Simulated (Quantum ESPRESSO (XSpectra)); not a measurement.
# Si K-edge X-ray absorption spectrum (XANES) of YSi2 (P6/mmm)

```xyz
3
Lattice="4.0755 0.0000 0.0000 -2.0377 3.5295 0.0000 0.0000 0.0000 3.9901" Properties=species:S:1:pos:R:3 pbc="T T T"
Y      0.0000     0.0000     0.0000
Si     0.0000     2.3530     1.9951
Si     2.0377     1.1765     1.9951
```

Geometry: Materials Project entry mp-2568 (a computed structure). The cell is the entry's, not relaxed again.

Absorber: atom 2, Si on Wyckoff site d (site symmetry -6m2), with 3 Si at 2.35 Å.

Method: LDA, full core hole, dipole K-edge X-ray absorption, plane waves, Troullier-Martins potentials made with ld1.x and PseudoDojo potentials for the other elements (Perdew-Zunger form enforced), scalar-relativistic, no spin, constant broadening (Quantum ESPRESSO (XSpectra)).

18-atom cell (absorber images 7.1 Å apart), 58 Ry, k meshes 4×4×3 (SCF) and 5×5×4 (spectrum), Lorentzian half width 0.7 eV. The ground-state test found no gap over 0.25 eV with this functional, so the cell is neutral with smeared occupations; energies count from the Fermi level. Field directions run: x; z, weighted by the site's symmetry in the crystal. Intensities are scaled to a mean of 1 over 0–35 eV.

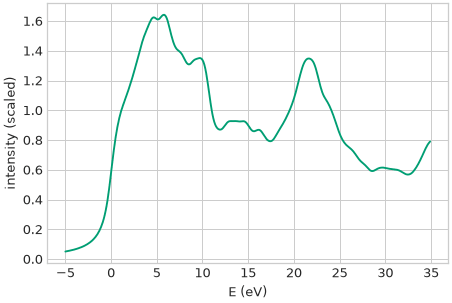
Figure: The computed spectrum

The absolute edge energy is not computed.
